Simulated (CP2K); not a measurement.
**SiH3Te (SMILES [SiH3][Te]) at GFN1-xTB**

What is the energy change on altering one bond length of SiH3Te at GFN1-xTB? 

The results are computed with CP2K 2026.2.

2 further runs of the same task are left out: 2 that didn't finish.

## Step 1: The structure to begin with

The species is SiH3Te (5 atoms), meant as a doublet with charge 0. As SMILES, `[SiH3][Te]`. Geometry: a GFN2-xTB relaxation, a rough one for these elements and not checked as a minimum.

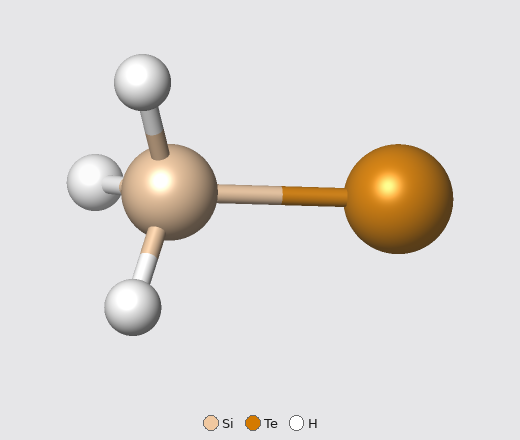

Viewed from a chosen angle; silicon light orange, tellurium orange, hydrogen white.

## Step 2: The energy at GFN1-xTB

gas.inp

```
&force_eval
 method Quickstep
 &dft
  multiplicity 2
  lsd T
  ! Quickstep
  &qs
   method XTB
   eps_default 1.0E-10
   &xtb
    gfn_type 1
    check_atomic_charges F
   &end xtb
  &end qs
  ! cluster boundary conditions
  &poisson
   periodic NONE
   poisson_solver ANALYTIC
  &end poisson
  ! self-consistent field
  &scf
   scf_guess ATOMIC
   eps_scf 1.0E-07
   max_scf 40
   &ot
    minimizer DIIS
    preconditioner FULL_ALL
   &end ot
   &outer_scf
    eps_scf 1.0E-07
    max_scf 10
   &end outer_scf
  &end scf
  &print
   &moments
    periodic F
    reference COM
    max_moment 1
   &end moments
   &mo_cubes
    nlumo 3
    nhomo -1
    write_cube F
   &end mo_cubes
   &hirshfeld OFF
   &end hirshfeld
  &end print
 &end dft
 ! structure
 &subsys
  &cell
   abc 13.1 12.3 12.2
   periodic NONE
  &end cell
  &coord
   SCALED T
   Si   0.45816756   0.48435894   0.50211557
   Te   0.61842863   0.40512561   0.57265000
   H    0.38157137   0.48688008   0.58873197
   H    0.41986527   0.41910366   0.41126803
   H    0.47645763   0.59487439   0.46372951
  &end coord
 &end subsys
&end force_eval

&global
 project gas
 run_type ENERGY
 print_level MEDIUM
&end global
```

Command:

```bash
$ OMP_NUM_THREADS=1 cp2k.psmp -i gas.inp > gas.out 2>&1
```

Log:

```text
CP2K| version string:                                       CP2K version 2026.2
[...]
 GLOBAL| Method name                                                        CP2K
[...]
 GLOBAL| Run type                                                         ENERGY
[...]
                             - Atoms:                                          5
[...]
                             - Spherical basis functions:                     24
[...]
 Number of electrons:                                                          7
[...]
     1 OT DIIS     0.15E+00    0.0     0.01014801        -7.2340549098 -7.23E+00
[...]
    10 OT DIIS     0.15E+00    0.0     0.00000007        -7.2378243698 -4.75E-12
  *** SCF run converged in    10 steps ***
[...]
 TB_DIPOLE| Moment [Debye]          0.75689359      -0.33681732       0.27149918
 TB_DIPOLE| Derivative [a.u.]       0.00000000       0.00000000       0.00000000
[...]
 ENERGY| Total FORCE_EVAL ( QS ) energy [hartree]             -7.237824369801259
[...]
```

Wall time 0.77 s (1 thread of Arm Neoverse N1, shared host); peak memory 0.15 GiB.

## Step 3: The distorted shape

mol.inp

```
&GLOBAL
    PROJECT_NAME mol
    RUN_TYPE ENERGY
    PRINT_LEVEL MEDIUM
&END GLOBAL

&FORCE_EVAL
    METHOD QS
    &DFT
        CHARGE 0
        MULTIPLICITY 2
        UNRESTRICTED_KOHN_SHAM T
        ! Quickstep
        &QS
            METHOD XTB
            EPS_DEFAULT 1.0E-10
            &XTB
                GFN_TYPE 1
                CHECK_ATOMIC_CHARGES F
            &END XTB
        &END QS
        ! cluster boundary conditions
        &POISSON
            PERIODIC NONE
            POISSON_SOLVER ANALYTIC
        &END POISSON
        &SCF
            SCF_GUESS ATOMIC
            EPS_SCF 1.0E-07
            MAX_SCF 40
            &OT ON
                MINIMIZER DIIS
                PRECONDITIONER FULL_ALL
            &END OT
            &OUTER_SCF
                EPS_SCF 1.0E-07
                MAX_SCF 10
            &END OUTER_SCF
        &END SCF
        &PRINT
            &MOMENTS
                PERIODIC F
                REFERENCE COM
                MAX_MOMENT 1
            &END MOMENTS
            &MO_CUBES
                NLUMO 3
                NHOMO -1
                WRITE_CUBE F
            &END MO_CUBES
            &HIRSHFELD OFF
            &END HIRSHFELD
        &END PRINT
    &END DFT
    ! structure
    &SUBSYS
        &CELL
            ABC [angstrom] 13.8 12.7 12.3
            PERIODIC NONE
        &END CELL
        &COORD
            SCALED T
            Si   0.43366533   0.49828122   0.49783033
            Te   0.63904554   0.39468413   0.59227862
            H    0.36095446   0.50072295   0.58374252
            H    0.39730591   0.43508122   0.40772138
            H    0.45102764   0.60531587   0.45975634
        &END COORD
    &END SUBSYS
&END FORCE_EVAL
```

Command:

```bash
$ OMP_NUM_THREADS=1 cp2k.psmp -i mol.inp > mol.out 2>&1
```

Log:

```text
CP2K| version string:                                       CP2K version 2026.2
[...]
 GLOBAL| Method name                                                        CP2K
[...]
 GLOBAL| Run type                                                         ENERGY
[...]
                             - Atoms:                                          5
[...]
                             - Spherical basis functions:                     24
[...]
 Number of electrons:                                                          7
[...]
     1 OT DIIS     0.15E+00    0.0     0.06123719        -7.0968412400 -7.10E+00
[...]
    15 OT DIIS     0.15E+00    0.0     0.00000006        -7.1441088449 -9.93E-13
  *** SCF run converged in    15 steps ***
[...]
 TB_DIPOLE| Moment [Debye]         -0.87123204       0.40465253      -0.35739687
 TB_DIPOLE| Derivative [a.u.]       0.00000000       0.00000000       0.00000000
[...]
 ENERGY| Total FORCE_EVAL ( QS ) energy [hartree]             -7.144108844850356
[...]
```

Run time: 0.85 s. Hardware: 1 thread of Arm Neoverse N1, shared host; peak memory 0.15 GiB.

## Step 4: Outcome

Level: GFN1-xTB.

| quantity | value |
| --- | --- |
| first shape: total energy | -7.23782 Eh |
| first shape: dipole moment (from atomic charges alone) | 0.87 D |
| first shape: HOMO energy (highest over α and β) | -10.67 eV |
| first shape: dispersion energy | -3.58 kJ/mol |
| distorted shape: total energy | -7.14411 Eh |
| distorted shape: dipole moment (from atomic charges alone) | 1.02 D |
| distorted shape: HOMO energy (highest over α and β) | -9.55 eV |
| distorted shape: dispersion energy | -3.64 kJ/mol |
| energy change with the Si1–Te2 bond stretched from 2.469 to 3.334 Å | 2.550 eV |

What this shows: With the Si1–Te2 bond stretched from 2.469 to 3.334 Å the energy rises by 2.55 eV (59 kcal/mol). The first shape isn't relaxed at this level, so the change isn't measured from a minimum. The dipole (first shape) comes from point charges on the atoms alone, without atomic dipoles, so it is partial. The dipole (distorted shape) comes from point charges on the atoms alone, without atomic dipoles, so it is partial.
